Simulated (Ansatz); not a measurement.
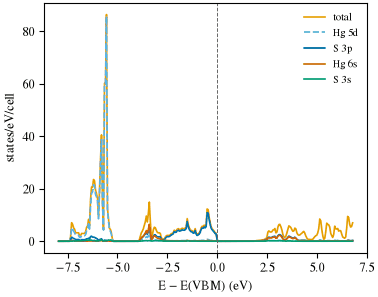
Figure. Total and projected density of states of HgS in space group P3_221 (No. 154; Hg on 3a, S on 3b), plane-wave PAW PBE (Ansatz code)

**Question.** Which orbitals carry the states next to the gap?

**Answer.** Top 1 eV of the valence band: S 3p 89 %, Hg 5d 6 %. Bottom 1 eV of the conduction band: S 3p 41 %, Hg 6s 34 %, S 3s 6 %, Hg 5d 6 %, outside the projected shells 13 %. Projections are on Löwdin-orthogonalised atomic valence shells; empty p or d shells of many metals are not among them.

**Question.** Where is the tallest occupied peak in this window, and what makes it?

**Answer.** Near -5.6 eV, about 86 states/eV per cell; the largest projected share is Hg 5d.

The cell was relaxed with PBE under the symmetry of its start. The volume lies over 15 % above that of the usual cell of this phase: another minimum, or an error of the functional. A crystal of weakly bound chains computed without a dispersion correction: the cell and the soft elastic constants depend strongly on that. Spin–orbit coupling is left out wherever it is not named.

Potentials: the later of the program's two PAW sets.
